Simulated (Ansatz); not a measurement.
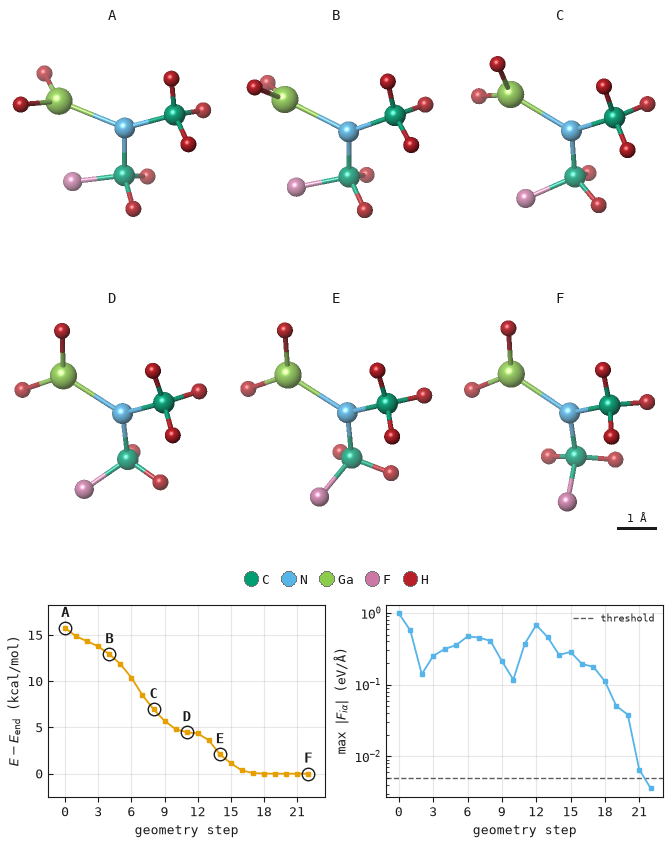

Frames of a relaxation of C$_{2}$H$_{7}$FGaN, marked on the history of the run. A ball-and-stick model, seen at a tilt.

The start comes from GFN2-xTB.

All numbers below come from Ansatz 0.2.0, RKS PBE0-D4/def2-TZVP.

Input file:
```yaml
crystal:
  periodic: [false, false, false]
  atoms:
    - {symbol: C, position_ang: [-1.123180, -0.164050, 1.144080]}
    - {symbol: N, position_ang: [-0.115830, 0.121550, 0.141400]}
    - {symbol: Ga, position_ang: [1.256590, 1.330080, -0.271290]}
    - {symbol: C, position_ang: [0.024850, -0.911650, -0.829190]}
    - {symbol: F, position_ang: [1.024210, -0.437490, -1.714220]}
    - {symbol: H, position_ang: [-0.877170, -1.064290, 1.722590]}
    - {symbol: H, position_ang: [-1.182660, 0.683920, 1.824360]}
    - {symbol: H, position_ang: [-2.106560, -0.314330, 0.681090]}
    - {symbol: H, position_ang: [0.859130, 2.642260, -0.998760]}
    - {symbol: H, position_ang: [2.723280, 1.070100, 0.181840]}
    - {symbol: H, position_ang: [0.394050, -1.875560, -0.440640]}
    - {symbol: H, position_ang: [-0.876710, -1.080550, -1.441260]}
basis:
  gaussian: {orbitals: def2-TZVP}
hamiltonian: {xc: pbe0, dispersion: d4}
relax: {f_tol: 0.005, max_steps: 150}
```

Command:
```bash
ansatz run in.yaml --threads 4 --pin off --events-out ev --progress --plain --max-ram 10444MiB
```

Q: Describe the path.

A: The energy falls by 15.8 kcal/mol in 22 geometry steps. Largest force component: 0.98 eV/Å at the start, 0.0036 eV/Å at the end. H9 moves most after the best rigid fit: 1.87 Å. By element the largest moves are H 1.87 Å, F 1.76 Å, C 0.46 Å, Ga 0.29 Å, N 0.23 Å. Near-neighbour distances that change, for instance: Ga3–F5 2.294 → 3.648 Å, N2–Ga3 1.875 → 1.834 Å, N2–C4 1.425 → 1.403 Å, C4–F5 1.417 → 1.404 Å. Bond angles that change, for instance: C1–N2–Ga3 142.0° → 123.5°, Ga3–N2–C4 104.2° → 121.6°, H9–Ga3–H10 121.3° → 128.7°. Groups turn about N2–C4 by about 100°, N2–Ga3 by about 80°. From step 0 to 4: H9 moves most (0.54 Å), energy −2.83 kcal/mol. From step 4 to 8: H9 moves most (0.78 Å), energy −5.95 kcal/mol. From step 8 to 11: H9 moves most (0.58 Å), energy −2.49 kcal/mol. From step 11 to 14: F5 moves most (0.47 Å), energy −2.38 kcal/mol. From step 14 to 22: F5 moves most (0.60 Å), energy −2.10 kcal/mol.
